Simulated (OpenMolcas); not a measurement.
# H2S2 (disulfides): revPBE/6-311G(d,p)

We compute a structure relaxation of H2S2 (disulfides). 

The calculation is run with OpenMolcas 26.06.

## Step 1: The system as given

H2S2 has 4 atoms, charge 0, and is taken as a singlet. SMILES: `SS`. The shape is that of a GFN2-xTB optimisation. The run starts from this shape.

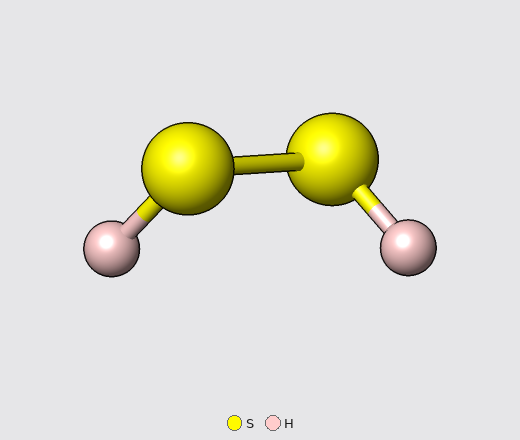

Viewed from a chosen angle; sulfur yellow, hydrogen pink.

## Step 2: A structure relaxation at revPBE/6-311G(d,p)

File coord.xyz:

```xyz
4

S      0.766910    -0.797130     0.143430
S      0.033670     1.111880     0.078440
H     -0.206390    -1.349250     0.881770
H     -0.594200     1.034510    -1.103650
```

File job.inp:

```
&GATEWAY
  BasLib
  $CurrDir
  Coord
  coord.xyz
  Basis
  6-311Gss
  Group
  NoSym
>>> EXPORT MOLCAS_MAXITER=40
>>> Do While

&SEWARD

&SCF
  KSDFT
  revPBE
  PrOrbitals
  0

&SLAPAF
>>> EndDo
```

The basis set 6-311G** is read from a file made from the Basis Set Exchange's data (not shown).

Started as:

```bash
export MOLCAS_MEM=1860
pymolcas job.inp > job.log
```

Standard output:

```text
--- Start Module: gateway ---

                                              &GATEWAY

                       available to each process: 1.9 GB of memory, 1 thread

 Basis Set     1 Label: S.6-311GSS
 Basis set is read from library:.
 basistype.tbl is not found

 Basis Set     2 Label: H.6-311GSS
 Basis set is read from library:.
 basistype.tbl is not found

++    Symmetry information:
      ---------------------

                    Character Table for C1

                             E
                    a        1  x, y, xy, Rz, z, xz, Ry, yz, Rx, I
--

++    Basis set information:
      ----------------------

      Basis set label: S.6-311GSS.........

      Electronic valence basis set:
      ------------------
      Associated Effective Charge  16.000000 au
      Associated Actual Charge     16.000000 au
      Nuclear Model: Point charge

      Shell  nPrim  nBasis  Cartesian Spherical Contaminant
         s      12       6        X
         p       9       5        X
         d       1       1                 X

      Basis set label: H.6-311GSS.........

      Electronic valence basis set:
      ------------------
      Associated Effective Charge   1.000000 au
      Associated Actual Charge      1.000000 au
      Nuclear Model: Point charge

      Shell  nPrim  nBasis  Cartesian Spherical Contaminant
         s       5       3        X
         p       1       1        X
--

++    Molecular structure info:
      -------------------------

                    ************************************************
                    **** Cartesian Coordinates / bohr, angstrom ****
                    ************************************************

[... 150 lines left out ...]
++ Convergence information
[... 21 lines left out ...]
 *                                             SCF/KS-DFT Program, Final results                                             *
[... 121 lines left out ...]
 Convergence test a la Schlegel.
[... 2 lines left out ...]
 Convergence criterion on energy change <=: 0.0E+00
[... 39 lines left out ...]
       +  Value      Threshold Converged? +  Value      Threshold Converged? +
[... 84 lines left out ...]
       +  Value      Threshold Converged? +  Value      Threshold Converged? +
[... 67 lines left out ...]
       +  Value      Threshold Converged? +  Value      Threshold Converged? +
[... 68 lines left out ...]
       +  Value      Threshold Converged? +  Value      Threshold Converged? +
[... 69 lines left out ...]
       +  Value      Threshold Converged? +  Value      Threshold Converged? +
[... 70 lines left out ...]
       +  Value      Threshold Converged? +  Value      Threshold Converged? +
[... 71 lines left out ...]
       +  Value      Threshold Converged? +  Value      Threshold Converged? +
[... 69 lines left out ...]
       +  Value      Threshold Converged? +  Value      Threshold Converged? +
[... 17 lines left out ...]
  NOTE: on convergence the final predicted structure will be printed here.
[... 86 lines left out ...]
      Nuclear repulsion energy =   82.89153893
[... 73 lines left out ...]
       Convergence after   3 Iterations
[... 2 lines left out ...]
 *****************************************************************************************************************************
 *                                             SCF/KS-DFT Program, Final results                                             *
 *                                                       Final Results                                                       *
 *****************************************************************************************************************************

::    Total KS-DFT energy                            -797.4535228620
      One-electron energy                           -1317.8808978363
      Two-electron energy                             437.5358360455
      Nuclear repulsion energy                         82.8915389288
      Kinetic energy (interpolated)                   796.5185460817
      Virial theorem                                    1.0011738293
      Total spin, S(S+1)                                0.0000000000
      Total spin, S                                     0.0000000000
      Max non-diagonal density matrix element           0.0000143689
      Max non-diagonal Fock matrix element              0.0000130734

      No orbitals printed

++    Molecular charges:
      ------------------

      Mulliken charges per centre
      ---------------------------

                S1      S2      H3      H4
      Total   16.1074 16.1074  0.8926  0.8926

      N-E     -0.1074 -0.1074  0.1074  0.1074

      Total electronic charge=   34.000000

      Total            charge=   -0.000000
--

++    Molecular properties:
      ---------------------

      Charge (e):
                      =   -0.0000
      Dipole Moment (debye):
      Origin of the operator (angstrom)=    0.4012    0.1578    0.1112
                   X= -1.3603E+00               Y= -5.3520E-01               Z= -3.7689E-01           Total=  1.5096E+00
      Quadrupole Moment (debye*angstrom):
      Origin of the operator (angstrom)=    0.4012    0.1578    0.1112
                  XX= -2.7932E+01              XY=  3.1190E-01              XZ=  7.5625E-01              YY= -2.6824E+01
                  YZ= -2.2267E+00              ZZ= -2.7167E+01
      In traceless form (debye*angstrom)
                  XX= -9.3616E-01              XY=  4.6784E-01              XZ=  1.1344E+00              YY=  7.2536E-01
                  YZ= -3.3401E+00              ZZ=  2.1080E-01
--

--- Stop Module: last_energy /rc=_RC_ALL_IS_WELL_ ---
--- Module last_energy spent 2 seconds ---

>>> END DO

.##################.
.# Happy landing! #.
.##################.

    Timing: Wall=35.47 User=28.29 System=7.07
```

Wall time 36 s (1 thread of Arm Neoverse V1, shared host); peak memory 0.41 GiB.

The path in brief:

```tsv
step	energy from the first frame kept (eV)	largest force (eV/Å)
0	0.0000	1.1369
1	-0.0236	0.7652
2	-0.0274	0.3965
3	-0.0519	0.3139
4	-0.0543	0.1800
5	-0.0552	0.0659
6	-0.0554	0.0090
7	-0.0555	0.0055
```

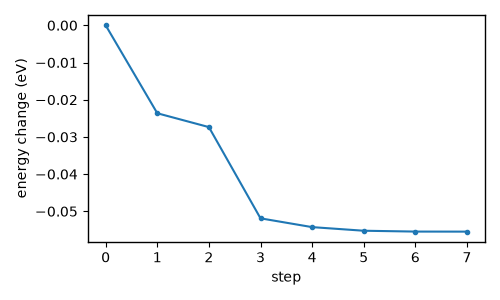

Energy along the run.

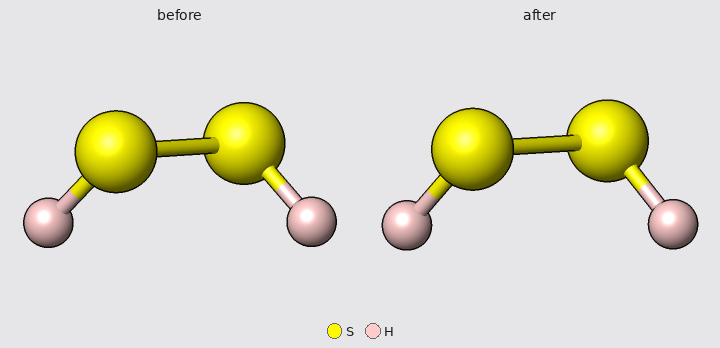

Before and after, at one scale.

After the run. Bond lengths: S1–S2 2.117 Å, S1–H3 1.364 Å, S2–H4 1.364 Å. Angles: S1–S2–H4 98.3°, S2–S1–H3 98.3°.

## Step 3: Results

At revPBE/6-311G**:

| quantity | value |
| --- | --- |
| total energy at the end | -797.45352 Eh |
| dipole moment | 1.51 D |
| HOMO energy | -6.40 eV |
| LUMO energy | -2.48 eV |
| HOMO–LUMO gap | 3.93 eV |

In words: At the final geometry: Bond lengths: S1–S2 2.117 Å, S1–H3 1.364 Å, S2–H4 1.364 Å. Angles: S1–S2–H4 98.3°, S2–S1–H3 98.3°. The optimisation took 7 steps and changed the energy by -0.055 eV. Mulliken charges run from -0.11 on S1 to +0.11 on H3; they depend strongly on the basis.
